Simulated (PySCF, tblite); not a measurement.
# C₅H₁₂OSi: geometry, infrared bands and NMR shifts

Wanted: the infrared bands and NMR shifts of C₅H₁₂OSi (`C[C@@H]([SiH3])[C@@H](C)C=O`), by calculation.

Programs: tblite 0.8.0 and PySCF 2.14.0, with density-fitted response routines of our own. Each step states its level of theory. These are calculated values for one molecule in the gas phase, unless marked as measured. Atoms are numbered from 0 throughout.

## Step 1: The molecule as given

19 atoms, charge 0, multiplicity 1; geometry from: force field or distance geometry start.

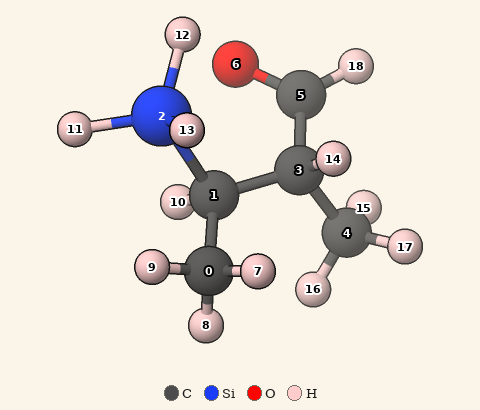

The starting geometry (carbon dark grey, silicon blue, oxygen red, hydrogen pink), atoms numbered.

## Step 2: Optimising the geometry with GFN2-xTB

The job: settings as JSON, then the geometry in Å.

```
{"job": {"kind": "relax", "xc": "GFN2-xTB", "basis": "xTB"}, "charge": 0, "multiplicity": 1}
C      1.148800     1.306900     0.583400
C      0.459800     0.320900    -0.333700
Si     1.784900    -1.006400    -0.637700
C     -0.772700    -0.289600     0.268900
C     -1.833600     0.714300     0.627800
C     -1.406700    -1.262200    -0.668300
O     -0.868000    -1.435300    -1.774300
H      1.085200     0.954800     1.623200
H      0.765800     2.331000     0.427000
H      2.224900     1.294700     0.323600
H      0.250200     0.785600    -1.307700
H      2.717700    -0.463400    -1.617000
H      1.218200    -2.253100    -1.111000
H      2.460000    -1.224900     0.647400
H     -0.523600    -0.828000     1.212900
H     -2.736600     0.519600     0.023200
H     -1.531200     1.765100     0.449100
H     -2.152100     0.597400     1.697200
H     -2.300800    -1.818100    -0.441100
```

The run is started by

```
$ OMP_NUM_THREADS=1 python probes_run.py task.json out
```

This one command runs all jobs of the session in turn.

The program printed:

```text
step      E/eV     max force
  0    -614.27528    3.980
  1    -614.39054    4.514
  2    -614.51007    0.628
  3    -614.54337    0.536
  4    -614.61584    0.571
  5    -614.63159    0.401
  6    -614.64574    0.195
  7    -614.65296    0.208
  8    -614.66271    0.337
  9    -614.67018    0.258
 10    -614.67609    0.154
 11    -614.68041    0.143
 12    -614.68425    0.195
 13    -614.68721    0.150
 14    -614.68952    0.110
 15    -614.69187    0.099
 16    -614.69473    0.158
 17    -614.69751    0.149
 18    -614.69953    0.092
 19    -614.70101    0.095
 20    -614.70252    0.106
 21    -614.70427    0.131
 22    -614.70585    0.107
 23    -614.70693    0.089
 24    -614.70774    0.064
 25    -614.70851    0.081
 26    -614.70918    0.063
 27    -614.70968    0.068
 28    -614.71009    0.047
 29    -614.71052    0.061
 30    -614.71098    0.056
 31    -614.71148    0.072
 32    -614.71204    0.082
 33    -614.71270    0.068
 34    -614.71338    0.075
 35    -614.71399    0.051
 36    -614.71457    0.054
 37    -614.71530    0.070
 38    -614.71633    0.084
 39    -614.71750    0.083
 40    -614.71845    0.067
 41    -614.71921    0.077
 42    -614.71994    0.074
 43    -614.72068    0.082
 44    -614.72156    0.075
 45    -614.72249    0.069
 46    -614.72356    0.080
 47    -614.72410    0.072
 48    -614.72492    0.051
 49    -614.72540    0.070
 50    -614.72587    0.064
 51    -614.72651    0.077
 52    -614.72766    0.083
 53    -614.72880    0.079
 54    -614.73010    0.099
 55    -614.73139    0.109
 56    -614.73289    0.122
 57    -614.73464    0.116
 58    -614.73651    0.169
 59    -614.73894    0.132
 60    -614.74223    0.138
 61    -614.74602    0.166
 62    -614.75100    0.201
 63    -614.75385    0.258
 64    -614.75592    0.262
 65    -614.76133    0.123
 66    -614.76536    0.117
 67    -614.77831    0.275
 68    -614.78209    0.147
 69    -614.78700    0.151
 70    -614.79326    0.143
 71    -614.79805    0.129
 72    -614.80201    0.121
 73    -614.80490    0.139
 74    -614.80739    0.151
 75    -614.81245    0.119
 76    -614.81549    0.131
 77    -614.81831    0.137
 78    -614.82100    0.158
 79    -614.82427    0.140
 80    -614.82704    0.104
 81    -614.82848    0.091
 82    -614.82973    0.119
 83    -614.83052    0.084
 84    -614.83136    0.047
 85    -614.83168    0.040
 86    -614.83217    0.036
 87    -614.83236    0.034
 88    -614.83253    0.033
 89    -614.83267    0.029
 90    -614.83290    0.032
 91    -614.83315    0.033
 92    -614.83335    0.030
 93    -614.83350    0.028
 94    -614.83367    0.026
 95    -614.83392    0.036
 96    -614.83426    0.046
 97    -614.83461    0.037
 98    -614.83485    0.026
 99    -614.83498    0.025
100    -614.83510    0.021
101    -614.83524    0.032
102    -614.83537    0.038
103    -614.83547    0.030
104    -614.83555    0.020
105    -614.83562    0.025
106    -614.83573    0.030
107    -614.83590    0.044
108    -614.83610    0.047
109    -614.83629    0.033
110    -614.83642    0.042
111    -614.83654    0.036
112    -614.83669    0.034
113    -614.83691    0.046
114    -614.83714    0.034
115    -614.83734    0.041
116    -614.83750    0.034
117    -614.83768    0.034
118    -614.83790    0.036
119    -614.83811    0.034
120    -614.83827    0.026
121    -614.83839    0.026
122    -614.83854    0.027
123    -614.83869    0.025
124    -614.83877    0.017
125    -614.83881    0.008
```

It took 1.4 s on 1 thread of Arm Neoverse N1, shared host; peak memory 0.18 GiB.

Relaxation path: (not every step is listed)

| step | energy from step 0 (eV) | largest force (eV/Å) |
| --- | --- | --- |
| 0 | 0.0000 | 3.9799 |
| 1 | -0.1153 | 4.5141 |
| 2 | -0.2348 | 0.6278 |
| 3 | -0.2681 | 0.5362 |
| 4 | -0.3406 | 0.5712 |
| 5 | -0.3563 | 0.4011 |
| 6 | -0.3705 | 0.1949 |
| 7 | -0.3777 | 0.2075 |
| 8 | -0.3874 | 0.3367 |
| 19 | -0.4257 | 0.0952 |
| 30 | -0.4357 | 0.0558 |
| 41 | -0.4439 | 0.0772 |
| 52 | -0.4524 | 0.0825 |
| 63 | -0.4786 | 0.2582 |
| 74 | -0.5321 | 0.1514 |
| 85 | -0.5564 | 0.0405 |
| 96 | -0.5590 | 0.0463 |
| 107 | -0.5606 | 0.0437 |
| 118 | -0.5626 | 0.0356 |
| 120 | -0.5630 | 0.0257 |
| 121 | -0.5631 | 0.0257 |
| 122 | -0.5633 | 0.0273 |
| 123 | -0.5634 | 0.0254 |
| 124 | -0.5635 | 0.0166 |
| 125 | -0.5635 | 0.0085 |

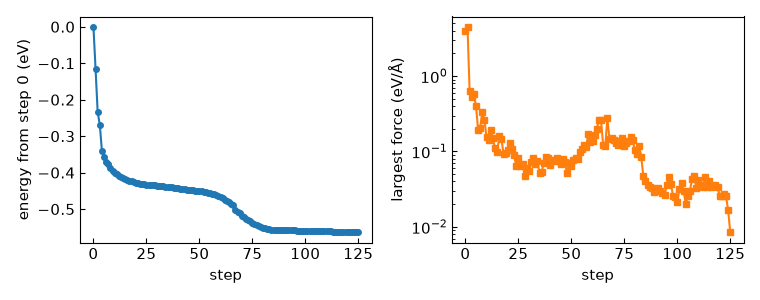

Energy and force, step by step.

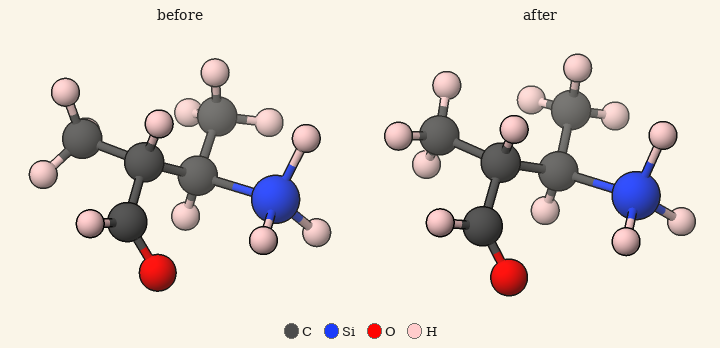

The geometry before (left) and after (right).

Close pairs (by a distance rule), those that changed most:

| bond | before (Å) | after (Å) | change (Å) |
| --- | --- | --- | --- |
| C5–O6 | 1.242 | 1.199 | -0.044 |
| C4–H17 | 1.122 | 1.086 | -0.036 |
| C5–H18 | 1.077 | 1.110 | +0.033 |
| C3–C4 | 1.504 | 1.536 | +0.031 |
| C1–C3 | 1.502 | 1.532 | +0.030 |
| C4–H16 | 1.108 | 1.088 | -0.020 |
| C0–H9 | 1.107 | 1.088 | -0.019 |
| C1–Si2 | 1.900 | 1.917 | +0.017 |

The final coordinates are the input of the step that follows.

## Step 3: Vibrational analysis with GFN2-xTB

The job: settings as JSON, then the geometry in Å.

```
{"job": {"kind": "ir", "xc": "GFN2-xTB", "basis": "xTB"}, "charge": 0, "multiplicity": 1}
C      1.099461     1.320269     0.653269
C      0.535274     0.270420    -0.303877
Si     1.854309    -1.086136    -0.611889
C     -0.782578    -0.320353     0.206662
C     -1.817586     0.733117     0.627065
C     -1.420760    -1.185634    -0.844677
O     -0.978188    -1.405533    -1.936843
H      1.205064     0.907944     1.655333
H      0.462713     2.201055     0.706575
H      2.082573     1.643216     0.317707
H      0.315271     0.765014    -1.255783
H      2.894194    -0.499021    -1.457992
H      1.332105    -2.312643    -1.198322
H      2.425651    -1.416594     0.702079
H     -0.592921    -0.966649     1.073987
H     -2.770451     0.259341     0.856246
H     -1.973089     1.449895    -0.176447
H     -1.485108     1.266445     1.512430
H     -2.395737    -1.614904    -0.532984
```

The program printed:

```text
mode    cm-1     km/mol
  1     -35.4      1.92
  2      73.7      1.83
  3      96.0      5.31
  4     157.2      6.75
  5     206.1      0.41
  6     239.6      3.11
  7     242.8      1.53
  8     309.3      0.52
  9     339.9      0.80
 10     365.5      2.06
 11     420.4      5.39
 12     553.5     50.36
 13     568.3     38.22
 14     647.3     31.39
 15     722.0     27.52
 16     767.6    170.53
 17     793.0    286.53
 18     814.7    280.82
 19     838.8     16.76
 20     885.4     13.58
 21     951.1     23.26
 22     985.2      7.02
 23    1032.6     15.96
 24    1075.9      0.36
 25    1084.6      7.35
 26    1106.1      7.50
 27    1167.4      2.10
 28    1232.5      2.09
 29    1250.2      7.00
 30    1271.8      1.16
 31    1337.5      2.67
 32    1383.1     23.64
 33    1406.6      1.87
 34    1418.4      1.90
 35    1494.2      2.57
 36    1498.8      7.03
 37    1509.2      2.59
 38    1525.9      0.95
 39    1787.4    250.66
 40    2207.9    315.00
 41    2263.1    313.18
 42    2328.5    265.00
 43    2735.4    159.34
 44    2893.8     25.53
 45    2938.2     36.14
 46    3016.8     46.44
 47    3018.8     45.03
 48    3022.8     28.25
 49    3034.6     33.06
 50    3035.4     23.32
 51    3055.9     21.29
```

Wall time 1.1 s (1 thread of Arm Neoverse N1, shared host); peak memory 0.18 GiB.

Which atoms move in the most intense modes:

| cm⁻¹ | km/mol | atoms |
| --- | --- | --- |
| 768 | 170.5 | H11 59 %, H13 19 %, H12 18 % |
| 793 | 286.5 | H11 32 %, H13 31 %, H12 29 % |
| 815 | 280.8 | H13 46 %, H12 42 % |
| 1787 | 250.7 | C5 60 %, O6 39 % |
| 2208 | 315.0 | H13 97 % |
| 2263 | 313.2 | H11 97 % |
| 2328 | 265.0 | H12 97 % |
| 2735 | 159.3 | H18 94 % |

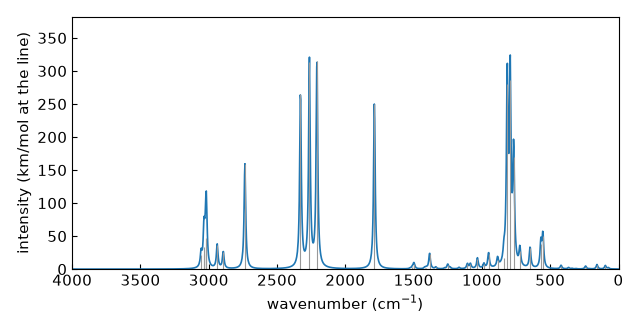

The infrared spectrum from these modes, unscaled. Lines are broadened to a width of 14 cm⁻¹ (Lorentzian).

## Step 4: Nuclear shieldings: PBE0/pcSseg-1

The job, as its differences from that of step 3:

```diff
@@ -1,2 +1,2 @@
-{"job": {"kind": "ir", "xc": "GFN2-xTB", "basis": "xTB"}, "charge": 0, "multiplicity": 1}
+{"job": {"kind": "nmr", "xc": "PBE0", "basis": "pcSseg-1"}, "charge": 0, "multiplicity": 1}
 C      1.099461     1.320269     0.653269
```

Method: GIAO PBE0/pcSseg-1 NMR shielding, non-relativistic, gas phase.

The program printed:

```text
coarse grid: 15584 points
cycle   1  E = -561.7814682543  dE =  6.443e-01  |g| = 7.820e-01  |ddm| = 3.729e+00
cycle   2  E = -561.4266797763  dE =  3.548e-01  |g| = 1.562e+00  |ddm| = 2.277e+00
cycle   3  E = -561.9036629687  dE = -4.770e-01  |g| = 1.631e-01  |ddm| = 1.763e+00
cycle   4  E = -561.9091477854  dE = -5.485e-03  |g| = 6.716e-02  |ddm| = 1.992e-01
cycle   5  E = -561.9101953760  dE = -1.048e-03  |g| = 1.282e-02  |ddm| = 7.563e-02
cycle   6  E = -561.9102303461  dE = -3.497e-05  |g| = 4.204e-03  |ddm| = 1.366e-02
cycle   7  E = -561.9102340170  dE = -3.671e-06  |g| = 1.031e-03  |ddm| = 4.203e-03
final grid: 143640 points
cycle   8  E = -561.9628628076  dE = -3.293e-05  |g| = 1.247e-02  |ddm| = 3.158e-02
cycle   9  E = -561.9627899764  dE =  7.283e-05  |g| = 2.302e-02  |ddm| = 2.831e-02
cycle  10  E = -561.9628940842  dE = -1.041e-04  |g| = 2.590e-03  |ddm| = 1.985e-02
cycle  11  E = -561.9628954868  dE = -1.403e-06  |g| = 2.815e-04  |ddm| = 2.157e-03
cycle  12  E = -561.9628955046  dE = -1.782e-08  |g| = 1.114e-04  |ddm| = 4.574e-04
cycle  13  E = -561.9628955074  dE = -2.802e-09  |g| = 2.646e-05  |ddm| = 1.075e-04
cycle  14  E = -561.9628955076  dE = -1.589e-10  |g| = 7.517e-06  |ddm| = 3.110e-05
converged SCF energy = -561.9628955076

GIAO shielding tensors (ppm)
atom      isotropic    diamagn.    paramagn.     s11        s22        s33       span
  0 C      170.694     247.722     -77.028    161.841    166.883    183.359     21.519
  1 C      169.635     251.490     -81.855    162.895    170.924    175.087     12.192
  2 Si     409.805     881.033    -471.228    363.505    393.807    472.103    108.598
  3 C      133.214     253.512    -120.298    103.615    132.106    163.921     60.306
  4 C      171.678     247.821     -76.143    156.596    174.808    183.630     27.035
  5 C      -22.876     248.745    -271.621   -119.752    -33.571     84.695    204.448
  6 O     -354.105     402.983    -757.088   -978.059   -451.136    366.880   1344.939
  7 H       31.086      31.571      -0.484     27.804     28.217     37.238      9.434
  8 H       30.363      31.257      -0.893     25.065     29.184     36.841     11.775
  9 H       30.499      30.246       0.253     25.318     28.844     37.334     12.016
 10 H       30.757      34.160      -3.404     27.578     28.670     36.022      8.444
 11 H       27.806      29.795      -1.990     24.581     25.392     33.444      8.863
 12 H       27.785      30.041      -2.256     23.420     27.479     32.457      9.037
 13 H       28.358      30.247      -1.889     25.005     26.864     33.206      8.201
 14 H       29.745      34.135      -4.390     24.451     31.069     33.714      9.262
 15 H       30.170      30.132       0.039     25.888     27.421     37.202     11.314
 16 H       31.256      31.060       0.196     26.700     29.499     37.568     10.868
 17 H       30.028      30.940      -0.912     25.102     29.813     35.170     10.069
 18 H       21.761      28.760      -6.999     19.189     20.260     25.835      6.645
```

Wall time 65 s (1 thread of Arm Neoverse N1, shared host); peak memory 0.85 GiB.

The references, computed at this level on geometries of the same kind, shield at (ppm): 1H TMS 31.72, 13C TMS 186.9, 29Si TMS 349.2, 17O H2O 336.1. Their shielding less the atom's gives the shift. The references are single molecules in the gas phase, so shifts against H2O, NH3, PH3, H3PO4 or CFCl3 are not on the usual liquid scales and can be off by tens of ppm. Atoms listed in one row are averaged.

| atoms | environment | σ (ppm) | δ (ppm) | δ scaled to CDCl3 |
| --- | --- | --- | --- | --- |
| C5 | aldehyde carbonyl carbon | -22.9 | 209.8 | 202.9 |
| C3 | sp3 CH α to a carbonyl | 133.2 | 53.7 | 50.5 |
| C1 | sp3 CH bonded to Si | 169.6 | 17.3 | 15.0 |
| C0 | methyl carbon | 170.7 | 16.2 | 13.9 |
| C4 | methyl carbon | 171.7 | 15.2 | 13.0 |
| H18 | hydrogen on an aldehyde carbonyl carbon | 21.76 | 9.96 | 9.49 |
| H11, H12, H13 | hydrogen on a silicon bonded to C | 27.98 | 3.73 | – |
| H14 | hydrogen on an sp3 CH α to a carbonyl | 29.74 | 1.97 | 1.96 |
| H15, H16, H17 | hydrogen on a methyl carbon | 30.48 | 1.23 | 1.27 |
| H7, H8, H9 | hydrogen on a methyl carbon | 30.65 | 1.07 | 1.11 |
| H10 | hydrogen on an sp3 CH bonded to Si | 30.76 | 0.96 | 1.01 |
| Si2 | silicon bonded to C, 3 H | 409.8 | -60.6 | – |
| O6 | aldehyde oxygen | -354.1 | 690.2 | – |

The scaled column applies a straight-line fit of computed shieldings to shifts measured in CDCl3 (root-mean-square error 0.16 ppm for H, 1.9 ppm for C).

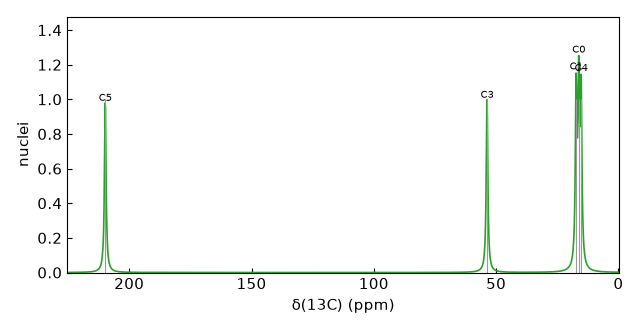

13C lines at the computed shifts, without couplings. Lines are broadened to a width of 0.78 ppm (Lorentzian).

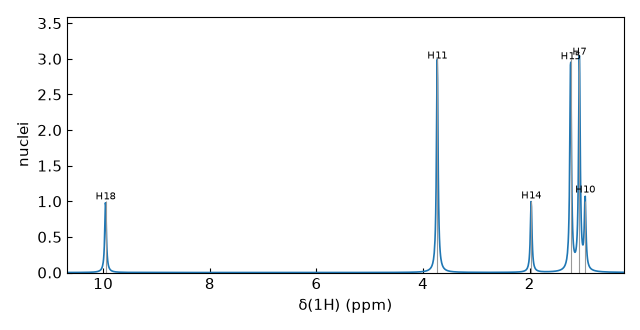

1H lines at the computed shifts, without couplings. Lines are broadened to a width of 0.04 ppm (Lorentzian).

Charges from the same density, by scheme (e):

| atoms | Mulliken | IAO | Hirshfeld | ESP fit |
| --- | --- | --- | --- | --- |
| C0 | -0.22 | -0.41 | -0.12 | -0.48 |
| C1 | -0.52 | -0.36 | -0.11 | 0.09 |
| Si2 | 0.51 | 0.59 | 0.30 | 0.20 |
| C3 | -0.39 | -0.15 | -0.03 | 0.27 |
| C4 | -0.22 | -0.42 | -0.11 | -0.42 |
| C5 | 0.31 | 0.27 | 0.14 | 0.28 |
| O6 | -0.35 | -0.38 | -0.20 | -0.43 |

Mulliken charges:

C0 -0.22; C1 -0.52; Si2 0.51; C3 -0.39; C4 -0.22; C5 0.31; O6 -0.35; H7 0.11; H8 0.12; H9 0.13; H10 0.15; H11 -0.08; H12 -0.06; H13 -0.09; H14 0.15; H15 0.12; H16 0.12; H17 0.13; H18 0.08

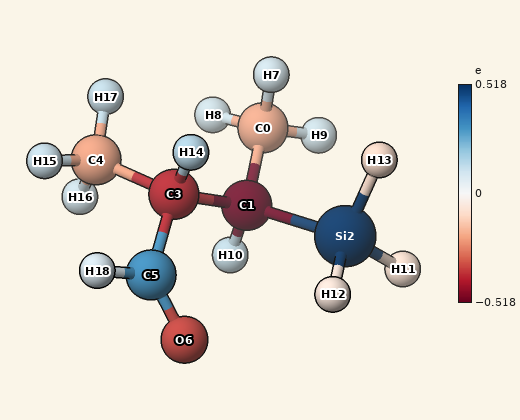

Mulliken charges, as colours on the atoms.

Mayer bond orders: C0–C1 1.05, C1–Si2 0.87, C1–C3 0.97, C3–C4 1.02, C3–C5 0.96, C5–O6 2.02.

Orbitals, density, ELF and potential are computed afterwards from the orbital file.

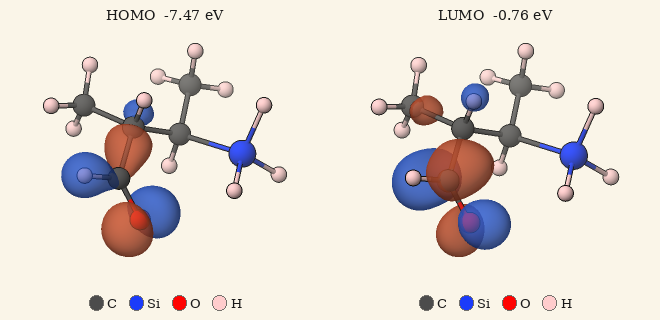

PBE0/pcSseg-1 orbitals near the gap, drawn at the value that encloses 70 % of each; the two colours are the two signs.

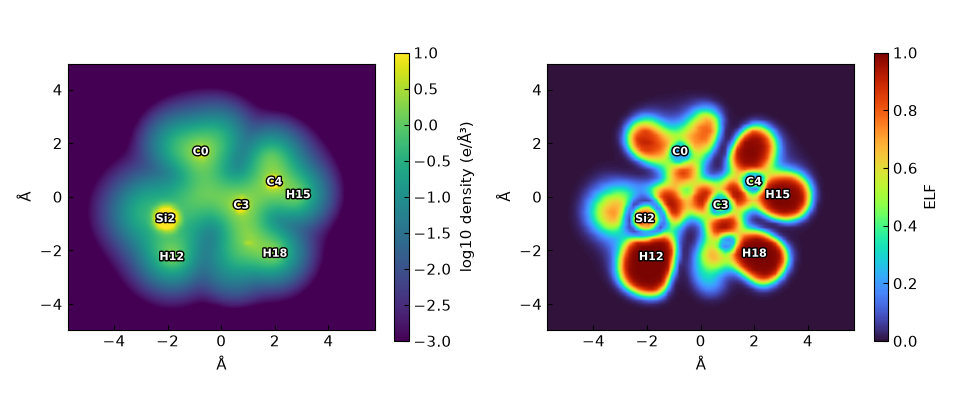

Density (left) and ELF (right) in a plane through or near 7 of the atoms.

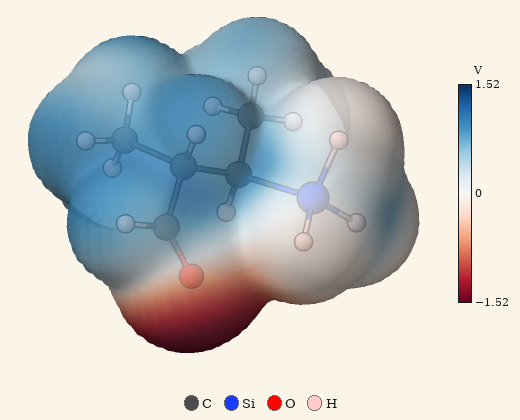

Electrostatic potential on the surface of density 0.002 e/bohr³; red is low, blue high. It runs from -1.52 V near O6 to 1.00 V near H18.

## Step 5: Summary of results

| quantity | value |
| --- | --- |
| strongest single infrared mode (GFN2-xTB) | 2208 cm⁻¹, 315 km/mol |
| zero-point energy (GFN2-xTB) | 95.9 kcal/mol |
| 13C shifts against TMS (PBE0/pcSseg-1) | 209.8, 53.7, 17.3, 16.2, 15.2 ppm |
| 1H shifts against TMS (PBE0/pcSseg-1, means over atoms taken as alike) | 9.96, 3.73, 1.97, 1.23, 1.07, 0.96 ppm |
| 29Si shifts against TMS (PBE0/pcSseg-1) | -60.6 ppm |
| 17O shifts against H2O (PBE0/pcSseg-1) | 690.2 ppm |
| surface potential, least and greatest | -1.52 V and 1.00 V |

In words: Relaxing lowered the energy by 0.564 eV in 125 steps; the close pair that moved most is C5–O6, from 1.242 to 1.199 Å. The lowest mode is imaginary (35i cm⁻¹), so the xTB geometry is not a minimum. The strongest single mode, at 2208 cm⁻¹, moves mainly H13. GFN2-xTB is a fitted tight-binding method: band positions and strengths are rough. Its intensities can rank the bands wrongly. C5 (aldehyde carbonyl carbon) lies farthest downfield among carbon, at 209.8 ppm; low-lying n→π* states of the double bond to the heteroatom give a large paramagnetic term (-272 ppm). The most deshielded hydrogen is H18 (hydrogen on an aldehyde carbonyl carbon), at 9.96 ppm: the formyl region, downfield of aromatic protons. At PBE0/pcSseg-1: The widest tensor belongs to O6: span 1345 ppm, with a paramagnetic part of -757 ppm. At PBE0/pcSseg-1, counted by nearest atom on the grid, the HOMO lies on O6 58 %; H18 14 %, the LUMO on C5 41 %; O6 31 %.
